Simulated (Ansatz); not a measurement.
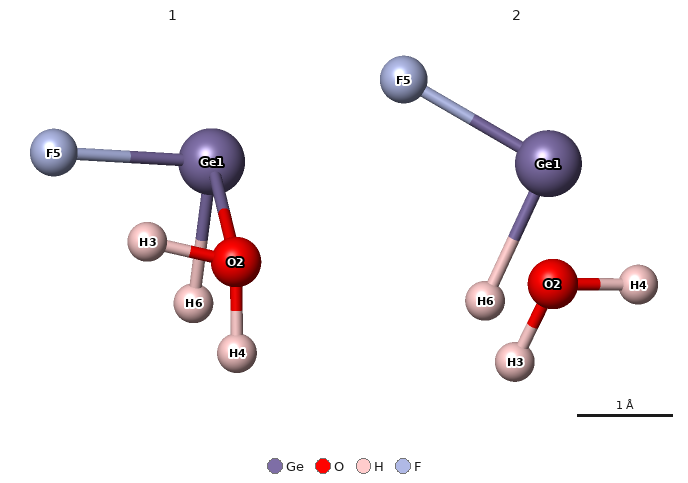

Two geometries of GeH$_{3}$OF, drawn at one scale. One is the start of a relaxation, the other its converged end. The picture is a ball-and-stick view, seen from a free direction.

Theory: RKS B3LYP/def2-SVP (Ansatz). Set-up: no spin polarisation; force threshold 0.03 eV/Å; at most 50 steps.

Which one is relaxed?

Answer. Structure 1 is the relaxed one. The run prepares an end point of a later path (reaction) calculation, from a guessed geometry. The atom that moves furthest after the best rigid fit is H3 (1.29 Å). Largest moves by element: H 1.29 Å, F 1.10 Å, O 0.64 Å, Ge 0.16 Å. Some distances before and after: Ge1–O2 2.950 → 2.275 Å, Ge1–F5 1.764 → 1.817 Å, O2–H4 0.985 → 0.970 Å, O2–H3 0.969 → 0.979 Å. New bonds form, among them: Ge1–O2 (2.95 → 2.28 Å). The energy falls by 48.1 kJ/mol in 19 accepted moves (21 points after the start). Largest force component: 1.1 eV/Å at the start, 0.028 eV/Å at the end. The line search rejected the trial steps at points 8, 11 of the run.

Limits of the set-up: the start holds two separate molecules, 2.8 Å apart at their closest, whose relative position is a soft coordinate and is computed without a dispersion correction.
